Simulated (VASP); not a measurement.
Input:

```
CELL_PARAMETERS angstrom
      4.02888     0.00000     0.00000
      0.00000     4.02888     0.00000
      0.00000     0.00000     4.02888
ATOMIC_POSITIONS crystal
  K  0.00000 0.00000 0.00000
  Ta 0.50000 0.50000 0.50000
  O  0.50000 0.00000 0.50000
  O  0.00000 0.50000 0.50000
  O  0.50000 0.50000 0.00000
```

Method: PBE GGA, VASP's PBE PAW potentials (set 64) (plane waves; VASP 6.6.1). Run with 520 eV cut-off, 6×6×6 Γ-centred mesh, tetrahedra with Blöchl corrections, potentials K_sv Ta_pv O.

Unless said otherwise, spin-orbit coupling is left out, though it shifts the bands of the heavy elements here.

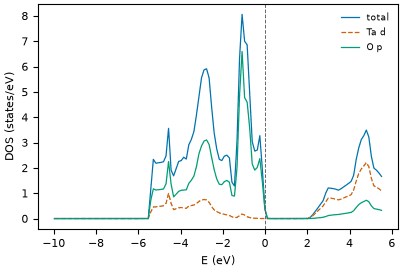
*Total and projected density of states, zero at the valence-band maximum*

Within 2 eV below the valence-band maximum the largest weight inside VASP's projection spheres is O p.

The gap is indirect, 2.11 eV, from the valence maximum at R to the conduction minimum at Γ.

The compound is KTaO3 in the cubic perovskite structure. It was relaxed first.
